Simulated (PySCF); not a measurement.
Molecule: C₄H₈O₂Si, SMILES CC(=O)[SiH2]C(C)=O. Atoms near the plane z = 0.0 Å, at the GFN2-xTB optimised geometry (x, y, z in Å): Si4 (1.5, 0.5, 0.0), C5 (-0.4, 0.5, 0.0), C6 (-1.1, 1.9, 0.0), O7 (-1.0, -0.5, 0.0), H10 (2.2, -2.4, -0.9), H11 (2.1, 1.9, -0.1), H13 (-0.8, 2.4, 0.9), H14 (-2.2, 1.7, 0.0), H15 (-0.8, 2.4, -0.9).

Computed with PBE0/def2-TZVP (PySCF). Cells within 0.4 Å of a nucleus heavier than hydrogen are left out (blank, or x). The values are rescaled to run from 0 to 1.

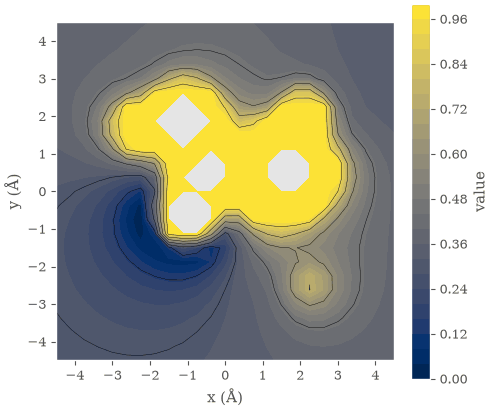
a field on the plane z = 0.0 Å.

Which quantity is mapped?
A) electrostatic potential
B) log10 of the electron density
C) an orbital amplitude
D) electron localisation function

A, electrostatic potential. In full: electrostatic potential (hartree/e), clipped to [-0.08, 0.12].
